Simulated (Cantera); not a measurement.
Feed: 1 mol TiCl4, 14 mol O2, 1.4 mol H2, equilibrated at 480 Pa.

Cantera equilibrium calculation (NASA polynomials, part measured and part estimated; ideal gas, pure solids and liquids). Candidate condensed phases: H2O, Ti, TiCl2, TiCl3, TiCl4, TiO, TiO2, Ti2O3, Ti3O5, Ti4O7; 23 gas species. Condensed phases not in the tables: TiOCl. Rates play no part.

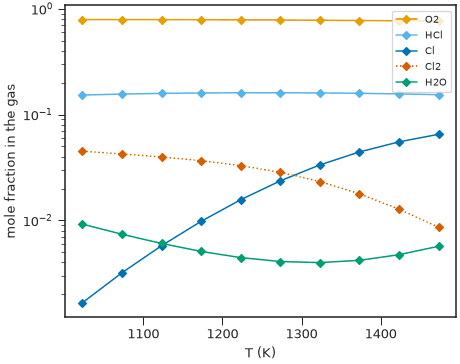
Figure: Equilibrium gas composition (values under 1e-9 drawn at 1e-9)

From 1023 K to 1473 K the condensed part is TiO2(rutile).
